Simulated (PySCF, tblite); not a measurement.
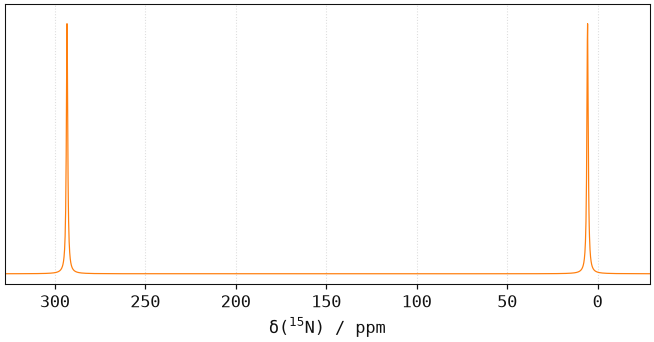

GIAO shifts, PBE0/pcSseg-1 in PySCF 2.14.0, at a GFN2-xTB geometry (a minimum by its frequencies), against NH₃ for ¹⁵N computed at the same level (¹⁵N: a single molecule, while the usual scales start at liquid NH₃ or nitromethane; multiply bonded nitrogen can come out tens of ppm too deshielded). Gas phase, fully decoupled, line heights follow the number of nuclei, widths are arbitrary (no quadrupolar broadening); values of one conformer, averaged over nuclei that symmetry, rotation about single bonds or inversion at nitrogen exchange, these motions taken as fast; other conformers aren't averaged in.

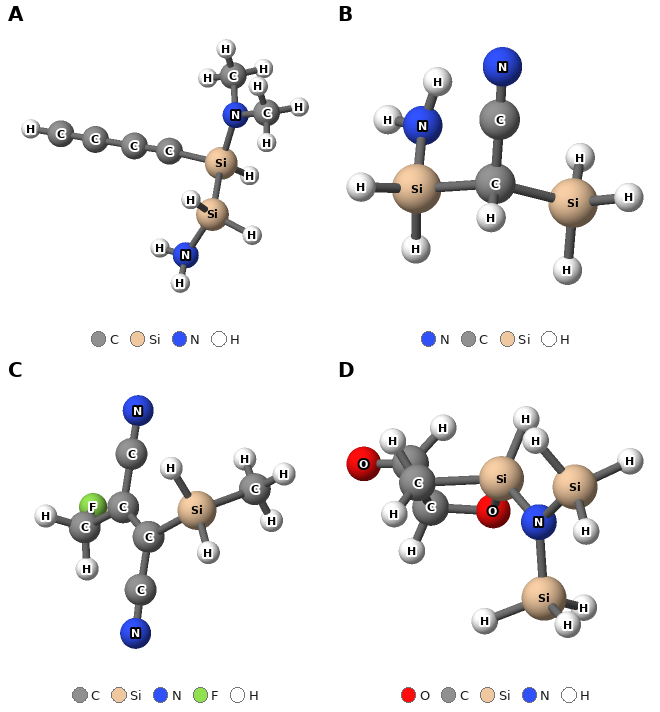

> Which structure fits the spectrum? Choose among the lettered structures.

Structure B, C₂H₈N₂Si₂, SMILES N#C[C@H]([SiH3])[SiH2]N. Its ¹⁵N signals: 293.2 (1 N), 5.6 (1 N) ppm.

Note: the tight-binding geometry is rougher than a DFT one and adds to the error.
